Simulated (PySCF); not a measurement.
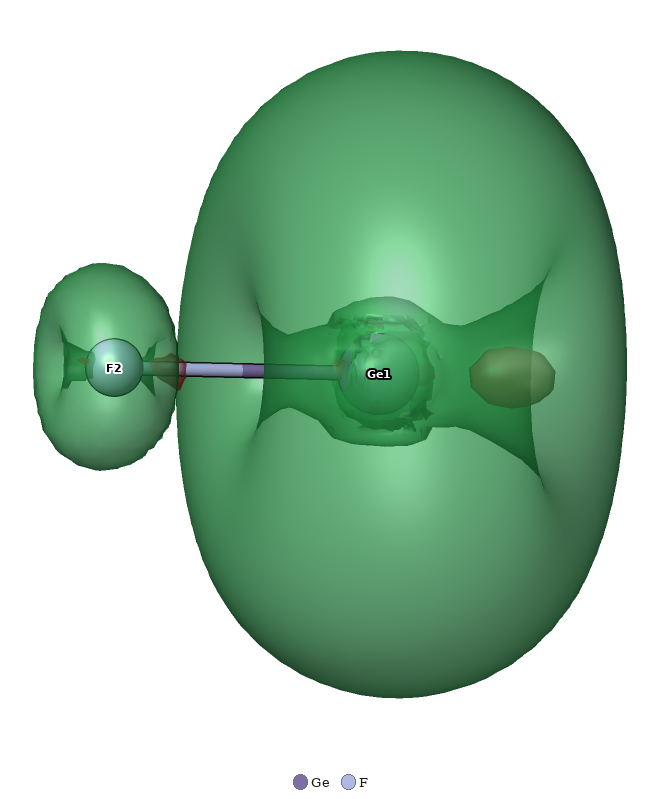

GeF (charge −1, triplet). Isosurfaces of the spin density at +0.015 (green) and −0.015 e/Å³ (red), seen from one side.

Level of theory: PBE0/aug-cc-pVDZ(-PP), non-relativistic Hamiltonian with scalar-relativistic core potentials where named, at a bond length of 1.885 Å in PySCF.

```yaml
atoms:
  - { symbol: Ge, position_ang: [0.0000, 0.0000, -0.3854] }
  - { symbol: F, position_ang: [0.0000, 0.0000, 1.4996] }
```

> Which atoms carry the spin?

The unpaired spin (2 electrons) lies mostly on Ge1 (about 1.9) and F2 (about 0.1), in electrons by Hirshfeld's partition.
